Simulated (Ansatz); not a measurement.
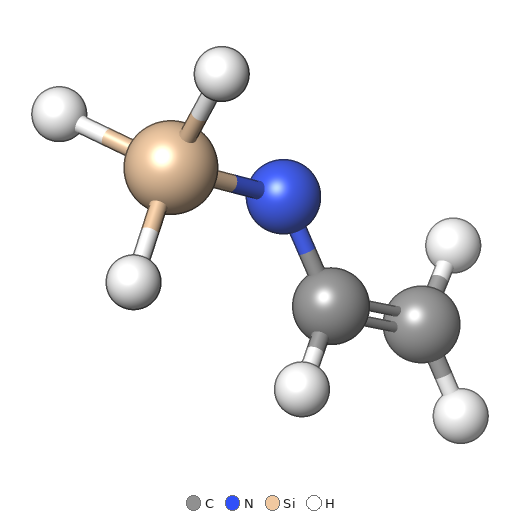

Multiple sticks mark multiple bonds (one Kekulé form).

The species is neutral and a spin doublet.

Identify the structure.

The molecule is C2H6NSi. SMILES: `C=C[N][SiH3]`. It has no ring. Among its groups: alkene, Si–H bond, Si–N bond. The point group is Cs. It is an open-shell species. Coordination: 2 C trigonal planar; 1 N bent; 1 Si tetrahedral.

The parts below concern this one geometry. Atoms keep their numbers from picture to picture. Computed geometry: PBE0-D4/def2-TZVP optimisation.

## Shape

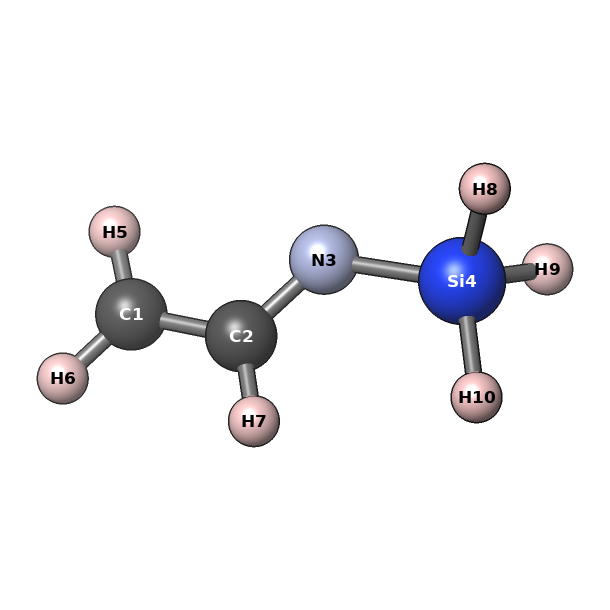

Numbered structure.

List the bonds and their lengths.

| bond | length (Å) | order |
| --- | --- | --- |
| C1–C2 | 1.397 | double |
| C1–H5 | 1.083 | single |
| C1–H6 | 1.083 | single |
| C2–N3 | 1.300 | single |
| C2–H7 | 1.100 | single |
| N3–Si4 | 1.734 | single |
| Si4–H8 | 1.485 | single |
| Si4–H9 | 1.485 | single |
| Si4–H10 | 1.495 | single |

## Vibrations

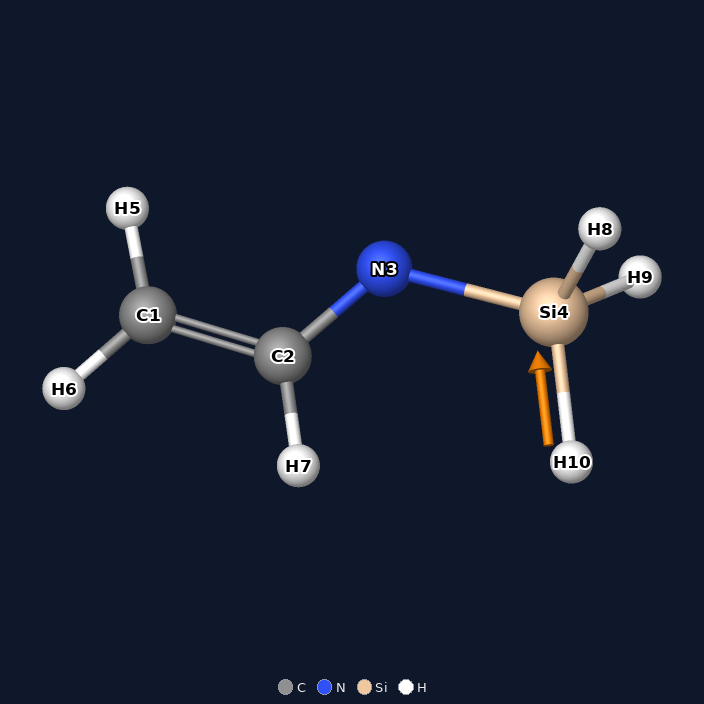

The arrows show one normal mode. Harmonic vibrations computed with UKS PBE0-D4/def2-TZVP (Ansatz 0.2.0) at a stationary point of the same level.

What kind of motion is it?

Mostly Si–H stretching.

At what wavenumber does it lie?

2177 cm⁻¹; it is mode 19 of 24 counted from the lowest.

## Dipole moment

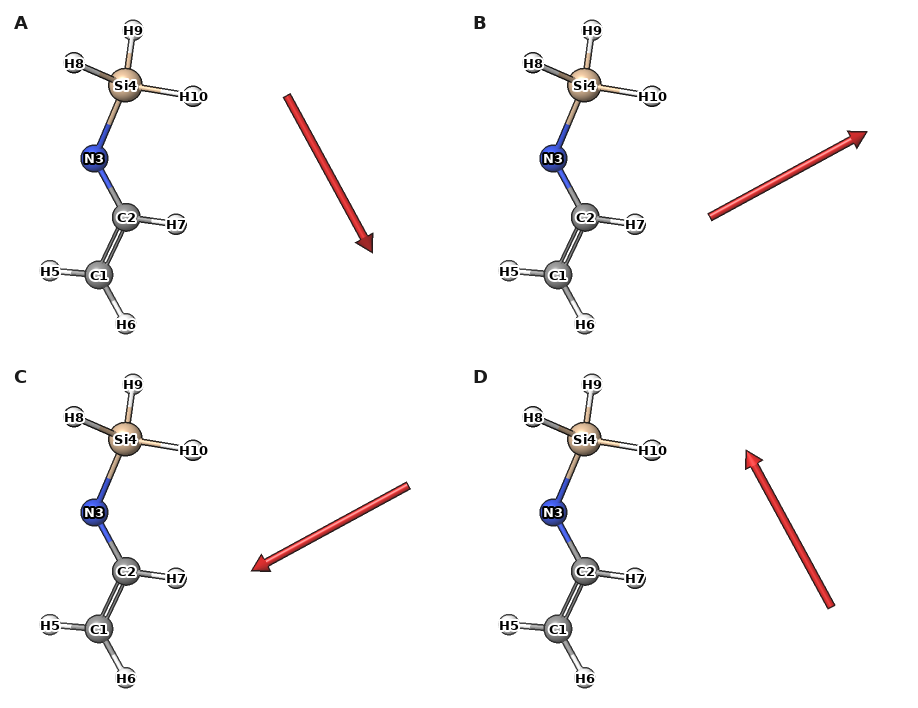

The same molecule four times, each with an arrow. Properties computed with UKS B3LYP-D4/def2-TZVPP (Ansatz 0.2.0).

Which arrow points along the dipole moment, from the negative to the positive end?

A. The dipole moment is 1.73 D; it points from the side of H8, H9 to the side of H6 (the outermost atoms at the two ends).

## Electronic properties

Method: UKS BLYP-D4/def2-TZVPP (Ansatz 0.2.0).

Predict the main results.

- HOMO energy (Kohn–Sham orbital): −5.61 eV
- ⟨S²⟩ of the determinant: 0.760
- dispersion correction: −38.9 kJ/mol

## Charges

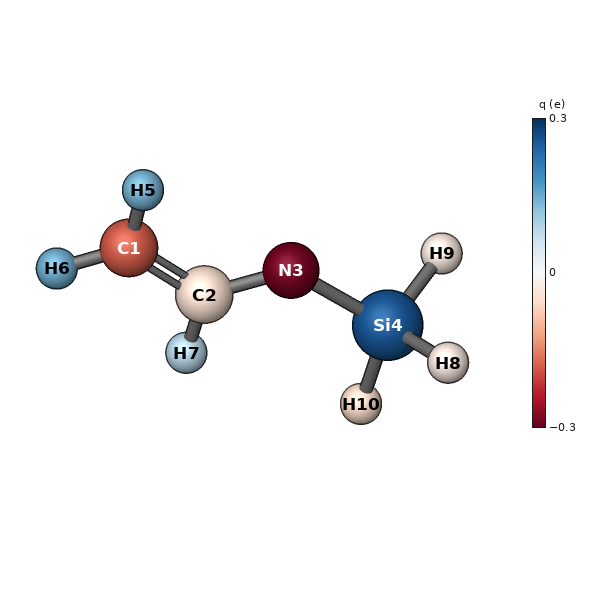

Atoms are coloured by their Mulliken charges. Properties computed with UKS PBE0-D4/def2-TZVP (Ansatz 0.2.0).

List the Mulliken charges.

| atom | value (e) |
| --- | --- |
| C1 | −0.18 |
| C2 | −0.05 |
| N3 | −0.29 |
| Si4 | 0.26 |
| H5 | 0.14 |
| H6 | 0.14 |
| H7 | 0.08 |
| H8 | −0.03 |
| H9 | −0.03 |
| H10 | −0.05 |

Mulliken values depend strongly on the basis set and can even reverse the polarity of a bond.
